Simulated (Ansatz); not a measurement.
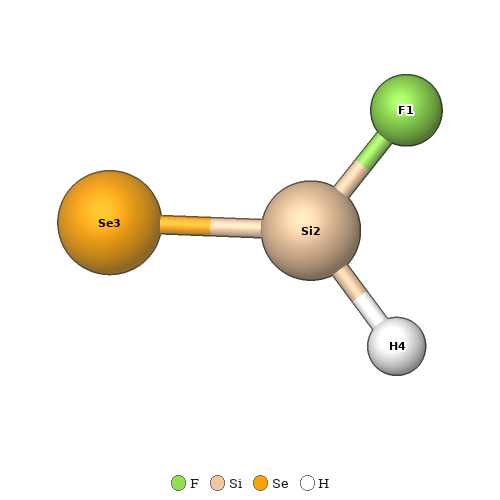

The system is FHSeSi, SMILES F[SiH]=[Se]; the picture shows the reference structure. First axis: umbrella angle at Si2 (between each of its bonds and their common axis; 90 is planar). Second axis: change of the bonds Si2–F1, Si2–Se3, Si2–H4, all alike. Nothing is relaxed (all other coordinates rigid). The scan uses a 15 × 15 grid; 120 points were computed and 105 follow by symmetry. Points are written as (first, second). Energies: kJ/mol, counted from the relaxed molecule at the same level. Level of theory: RHF/def2-TZVP in Ansatz.

Its coordinates:

| atom | x (Å) | y (Å) | z (Å) |
| --- | --- | --- | --- |
| F | -1.1367 | -0.3496 | 1.0166 |
| Si | -0.0455 | 0.0261 | -0.0280 |
| Se | 1.9437 | -0.4552 | 0.0655 |
| H | -0.7615 | 0.7787 | -1.0540 |

Range: umbrella angle at Si2 (between each of its bonds and their common axis; 90 is planar) from 66.0 to 114.0°; change of the bonds Si2–F1, Si2–Se3, Si2–H4, all alike from −0.186 to 0.287 Å.

Q: What will the energy surface look like?

A: The lowest grid point is at (90.0°, 0.017 Å), 1.3 kJ/mol from the relaxed molecule at the same level. No other kind of well shows on this grid. The highest grid point, (66.0°, −0.186 Å), lies 441 kJ/mol above the lowest. Round the minimum the two coordinates are nearly uncoupled.

```
second ↓, first →  66.0  69.4  72.9  76.3  79.7  83.1  86.6  90.0  93.4  96.9  100.3  103.7  107.1  110.6  114.0
            0.287   333   308   287   269   255   246   239   237   239   246    255    269    287    308    333
            0.253   297   271   247   229   214   203   197   194   197   203    214    229    247    271    297
            0.220   265   237   211   191   176   164   157   155   157   164    176    191    211    237    265
            0.186   235   204   177   156   139   127   119   117   119   127    139    156    177    204    235
            0.152   209   176   147   124   106    93    85    82    85    93    106    124    147    176    209
            0.118   187   152   121    97    77    64    55    52    55    64     77     97    121    152    187
            0.084   172   134   101    75    55    40    31    28    31    40     55     75    101    134    172
            0.051   163   123    88    60    39    23    14    11    14    23     39     60     88    123    163
            0.017   163   120    83    54    31    15     5     1     5    15     31     54     83    120    163
           −0.017   172   127    88    57    33    15     5     1     5    15     33     57     88    127    172
           −0.051   194   145   104    71    46    28    17    13    17    28     46     71    104    145    194
           −0.084   228   177   133    98    72    53    41    37    41    53     72     98    133    177    228
           −0.118   279   225   178   142   114    94    82    78    82    94    114    142    178    225    279
           −0.152   349   292   243   205   176   155   142   138   142   155    176    205    243    292    349
           −0.186   442   382   330   290   259   237   224   219   224   237    259    290    330    382    442
```

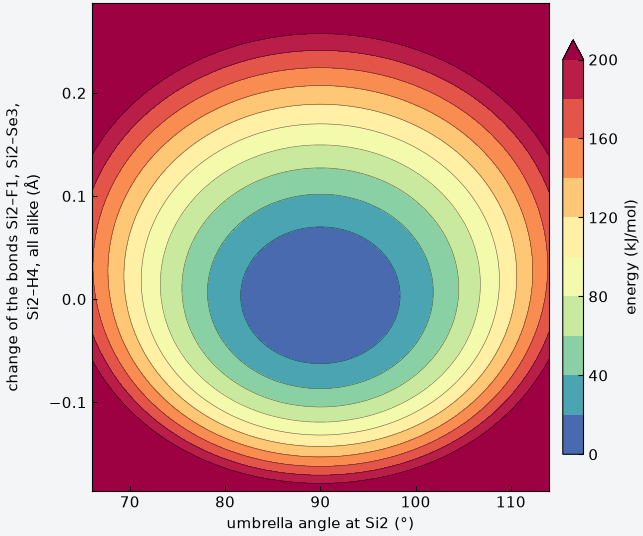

Drawn: filled contours, one colour for all values above the top of the scale. Between grid points the surface is interpolated.

Time for the 120 points that were run: 4.4 min on 1 thread of Arm Neoverse V2, on a shared host.
